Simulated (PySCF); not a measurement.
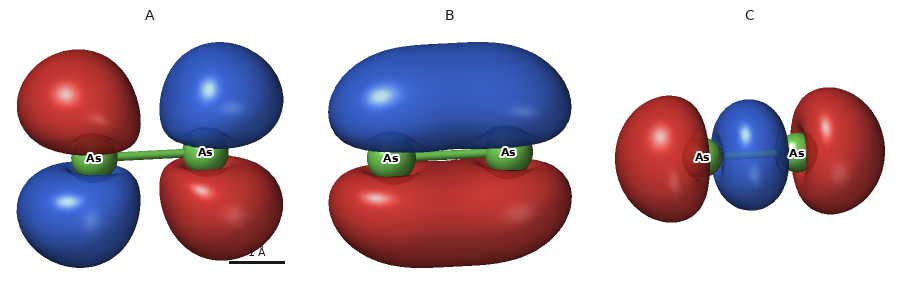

Figure 1: As₂. Three frontier orbitals, each drawn at the value that holds 80 % of its norm (red and blue are the two phases), in no order; of a degenerate pair one member is drawn.

Computed with PySCF, PBE0/cc-pVTZ(-PP), non-relativistic Hamiltonian with scalar-relativistic core potentials where named, at a bond length of 2.088 Å.

> Name the orbitals and rank them from lowest to highest energy.

Orbital C: σg, occupied, −7.82 eV; with no node between the nuclei.
Orbital B: πu, occupied, −7.42 eV; with no node between the nuclei, bonding.
Orbital A: πg, empty, −2.62 eV; antibonding, with a node between the atoms.
